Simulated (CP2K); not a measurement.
# AM1 run of AlGeH5SO (SMILES [OH][Al]([SH])[GeH3])

Aim: the vertical electron affinity of AlGeH5SO at AM1, from 2 runs. 

The calculation is run with CP2K 2026.2.

3 further runs of the same task are left out: 1 that didn't finish, 2 set aside as unsound or not needed.

**1. The system as given**

AlGeH5SO has 9 atoms, charge 0, and is taken as a singlet. SMILES: `[OH][Al]([SH])[GeH3]`. Geometry: a GFN2-xTB relaxation, a rough one for these elements and not checked as a minimum. This is one conformer, not always the lowest.

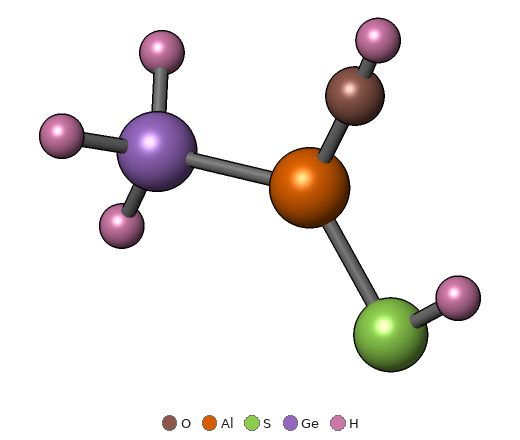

The structure, seen from a chosen angle (oxygen brown, aluminium orange, sulfur green, germanium purple, hydrogen pink).

**2. Energy and forces at AM1**

Contents of molecule.pdb:

```
HETATM    1 O    MOL A   1       0.050   1.778  -0.850  1.00  0.00           O
HETATM    2 Al   MOL A   1       0.560   0.344  -0.232  1.00  0.00          AL
HETATM    3 S    MOL A   1       2.717  -0.102  -0.279  1.00  0.00           S
HETATM    4 Ge   MOL A   1      -1.123  -1.138   0.675  1.00  0.00          GE
HETATM    5 H    MOL A   1      -0.298   2.587  -1.198  1.00  0.00           H
HETATM    6 H    MOL A   1       2.944   1.072  -0.854  1.00  0.00           H
HETATM    7 H    MOL A   1      -2.303  -1.350  -0.241  1.00  0.00           H
HETATM    8 H    MOL A   1      -0.747  -2.546   1.049  1.00  0.00           H
HETATM    9 H    MOL A   1      -1.800  -0.645   1.929  1.00  0.00           H
END
```

Contents of gas.inp:

```
&GLOBAL
  PROJECT gas
  RUN_TYPE ENERGY_FORCE
  PRINT_LEVEL MEDIUM
&END

&FORCE_EVAL
  METHOD QUICKSTEP
  &DFT
    CHARGE 0
    MULTIPLICITY 1
    # Quickstep
    &QS
      METHOD AM1
      EPS_DEFAULT 1.0E-10
      &SE
        &COULOMB
          CUTOFF [angstrom] 50
          RC_RANGE [angstrom] 0
        &END
        &EXCHANGE
          CUTOFF [angstrom] 50
          RC_RANGE [angstrom] 0
        &END
      &END
    &END
    &POISSON
      PERIODIC NONE
      POISSON_SOLVER ANALYTIC
    &END
    # SCF settings
    &SCF
      SCF_GUESS ATOMIC
      EPS_SCF 1.0E-06
      MAX_SCF 40
      &OT ON
        MINIMIZER DIIS
        PRECONDITIONER FULL_ALL
      &END
      &OUTER_SCF
        EPS_SCF 1.0E-06
        MAX_SCF 10
      &END
    &END
    &PRINT
      &MOMENTS
        PERIODIC F
        REFERENCE COM
        MAX_MOMENT 1
      &END
      &MO_CUBES
        NLUMO 3
        NHOMO -1
        WRITE_CUBE F
      &END
      &HIRSHFELD OFF
      &END
    &END
  &END
  # structure
  &SUBSYS
    # box in angstrom
    &CELL
      ABC [angstrom] 21.2 21.1 19.1
      PERIODIC NONE
    &END
    &TOPOLOGY
      COORD_FILE_NAME molecule.pdb
      COORD_FILE_FORMAT PDB
      CONN_FILE_FORMAT OFF
      &CENTER_COORDINATES
      &END
    &END
  &END
  &PRINT
    &FORCES ON
    &END
  &END
&END
```

Command:

```bash
OMP_NUM_THREADS=1 cp2k.psmp gas.inp > gas.out
```

Standard output, cut to the lines that bear on the results:

```text
CP2K| version string:                                       CP2K version 2026.2
[...]
 GLOBAL| Method name                                                        CP2K
[...]
 GLOBAL| Run type                                                   ENERGY_FORCE
[...]
                             - Atoms:                                          9
[...]
                             - Spherical basis functions:                     21
[...]
 Number of electrons:                                                         24
[...]
     1 OT DIIS     0.15E+00    0.0     0.28362529       -23.1513140588 -2.32E+01
[...]
    40 OT DIIS     0.15E+00    0.0     0.00000095       -26.2912892545 -5.40E-11
  *** SCF run converged in    40 steps ***
  Core-core repulsion energy [eV]:                           1108.16654197028811
  Core Hamiltonian energy [eV]:                             -1167.08953897551191
  Two-electron integral energy [eV]:                        -1312.99873396658381
  Electronic energy [eV]:                                   -1823.58890595880371
  Total energy [eV]:                                         -715.42236398851560
  Atomic reference energy [eV]:                               714.03012406830237
  Heat of formation [kcal/mol]:                               -32.10581781729314
[...]
 SE_DIPOLE| Moment [Debye]          1.55316943      -2.74847112       1.12254169
 SE_DIPOLE| Derivative [a.u.]       0.00000000       0.00000000       0.00000000
 *** WARNING in qs_scf_post_se.F:140 :: Printing of MO cube files not ***
 *** implemented for Semi-Empirical method.                           ***
 ENERGY| Total FORCE_EVAL ( QS ) energy [hartree]            -26.291289254565825
 FORCES| Atomic forces [hartree/bohr]
 FORCES|   Atom     x               y               z               |f|
 FORCES|      1  8.66880114E-04  1.94396481E-02 -9.14995709E-03   2.15028629E-02
 FORCES|      2 -3.72097393E-02 -2.60350889E-03  5.61893361E-03   3.77215505E-02
 FORCES|      3  2.71936227E-02 -2.28635351E-03 -2.10969171E-03   2.73709943E-02
 FORCES|      4  1.60447454E-03  2.80059986E-03 -1.58009242E-03   3.59365972E-03
 FORCES|      5  3.02598720E-03 -1.41728481E-02  6.30509545E-03   1.58044440E-02
 FORCES|      6  4.65515793E-03 -4.85995493E-04 -3.66731654E-04   4.69480341E-03
 FORCES|      7 -6.57341899E-03  8.10211766E-04 -1.02662220E-02   1.22172663E-02
 FORCES|      8  8.38277254E-03 -1.10558061E-02  1.69700108E-03   1.39778946E-02
 FORCES|      9 -1.94573676E-03  7.55405235E-03  9.85166476E-03   1.25660215E-02
 FORCES| Sum    -8.01442246E-16 -7.47665818E-16 -1.38777878E-16
 FORCES| Total atomic force                                       1.10479552E-15
[...]
```

It took 1.1 s on 1 thread of Intel Xeon 6975P-C (Granite Rapids), shared host; peak memory 0.19 GiB.

**3. The doublet anion, same level**

molecule.pdb is that of step 2.

Contents of calc.inp:

```
&FORCE_EVAL
   METHOD Quickstep
   &DFT
      CHARGE -1
      MULTIPLICITY 2
      UKS T
      &QS
         METHOD AM1
         EPS_DEFAULT 1.0E-10
         &SE
            &COULOMB
               CUTOFF [angstrom] 50
               RC_RANGE [angstrom] 0
            &END
            &EXCHANGE
               CUTOFF [angstrom] 50
               RC_RANGE [angstrom] 0
            &END
         &END
      &END
      ! isolated system
      &POISSON
         PERIODIC NONE
         POISSON_SOLVER ANALYTIC
      &END
      ! self-consistent field
      &SCF
         SCF_GUESS ATOMIC
         EPS_SCF 1.0E-06
         MAX_SCF 80
         ADDED_MOS 4
         &DIAGONALIZATION
            ALGORITHM STANDARD
         &END
         &MIXING
            METHOD DIRECT_P_MIXING
            ALPHA 0.4
         &END
      &END
      &PRINT
         &MOMENTS
            PERIODIC F
            REFERENCE COM
            MAX_MOMENT 1
         &END
         &MO ON
            ENERGIES T
            OCCUPATION_NUMBERS T
            NDIGITS 6
            &EACH
               QS_SCF 0
            &END
            ADD_LAST NUMERIC
         &END
         &HIRSHFELD OFF
         &END
      &END
   &END
   &SUBSYS
      ! vacuum box
      &CELL
         ABC 21.2 21.1 19.1
         PERIODIC NONE
      &END
      &TOPOLOGY
         COORD_FILE_NAME molecule.pdb
         COORD_FILE_FORMAT PDB
         CONN_FILE_FORMAT OFF
         &CENTER_COORDINATES
         &END
      &END
   &END
   ! extra output
   &PRINT
      &FORCES ON
      &END
   &END
&END

&GLOBAL
   PROJECT calc
   RUN_TYPE ENERGY_FORCE
   PRINT_LEVEL MEDIUM
&END
```

Command:

```bash
OMP_NUM_THREADS=1 cp2k.psmp calc.inp > calc.out
```

Standard output, cut to the lines that bear on the results:

```text
CP2K| version string:                                       CP2K version 2026.2
[...]
 GLOBAL| Method name                                                        CP2K
[...]
 GLOBAL| Run type                                                   ENERGY_FORCE
[...]
                             - Atoms:                                          9
[...]
                             - Spherical basis functions:                     21
[...]
 Number of electrons:                                                         13
[...]
     1 P_Mix/Diag. 0.40E+00    0.0     0.46123700       -22.3920782582 -2.24E+01
[...]
    26 DIIS/Diag.  0.13E-06    0.0     0.00000070       -26.3462294659 -3.78E-12
  *** SCF run converged in    26 steps ***
  Core-core repulsion energy [eV]:                           1108.16654197028811
  Core Hamiltonian energy [eV]:                             -1192.49498721572604
  Two-electron integral energy [eV]:                        -1265.17783584725248
  Electronic energy [eV]:                                   -1825.08390513935228
  Total energy [eV]:                                         -716.91736316906417
  Atomic reference energy [eV]:                               714.03012406830237
  Heat of formation [kcal/mol]:                               -66.58132066047139
[...]
 ENERGY| Total FORCE_EVAL ( QS ) energy [hartree]            -26.346229465883660
 FORCES| Atomic forces [hartree/bohr]
 FORCES|   Atom     x               y               z               |f|
 FORCES|      1 -6.44010971E-03  3.89855866E-02 -1.75569043E-02   4.32388236E-02
 FORCES|      2 -3.02514912E-02 -6.77255397E-03  6.74418307E-03   3.17254505E-02
 FORCES|      3  4.57083268E-02 -3.47834850E-03 -3.76979041E-03   4.59952320E-02
 FORCES|      4 -2.30477890E-02 -1.36357720E-02  9.20275962E-03   2.83165259E-02
 FORCES|      5  2.33693947E-03 -1.63687841E-02  7.44437790E-03   1.81333158E-02
 FORCES|      6  3.61900820E-03 -2.19320887E-03  5.62465767E-04   4.26892881E-03
 FORCES|      7 -4.46685669E-03  2.81975636E-03 -1.22814909E-02   1.33693251E-02
 FORCES|      8  1.19687448E-02 -9.46416330E-03  3.45936690E-04   1.52624019E-02
 FORCES|      9  5.73227308E-04  1.01074878E-02  9.30846260E-03   1.37527225E-02
 FORCES| Sum    -4.37150316E-16 -2.77555756E-17 -2.22044605E-16
 FORCES| Total atomic force                                       4.91095283E-16
[...]
```

Wall time 1 s (1 thread of Intel Xeon 6975P-C (Granite Rapids), shared host); peak memory 0.19 GiB.

**4. Summary of results**

At AM1:

```
                                                   quantity           value
                             singlet AlGeH5SO: total energy    -26.29129 Eh
                            singlet AlGeH5SO: dipole moment          3.35 D
singlet AlGeH5SO: heat of formation at this unrelaxed shape  -32.1 kcal/mol
                 singlet AlGeH5SO: largest force on an atom      1.940 eV/Å
                                doublet anion: total energy    -26.34623 Eh
          doublet anion: HOMO energy (highest over α and β)        -1.78 eV
           doublet anion: LUMO energy (lowest over α and β)         4.88 eV
   doublet anion: heat of formation at this unrelaxed shape  -66.6 kcal/mol
                    doublet anion: largest force on an atom      2.365 eV/Å
          vertical electron affinity (to the doublet anion)        1.495 eV
```

**Reading.** At fixed nuclei the extra electron is bound by 1.49 eV (144 kJ/mol). The largest force (singlet AlGeH5SO) is 1.94 eV/Å: the shape isn't a stationary point for this species at this level. A minimal valence basis can't be trusted even for the sign of an electron affinity.
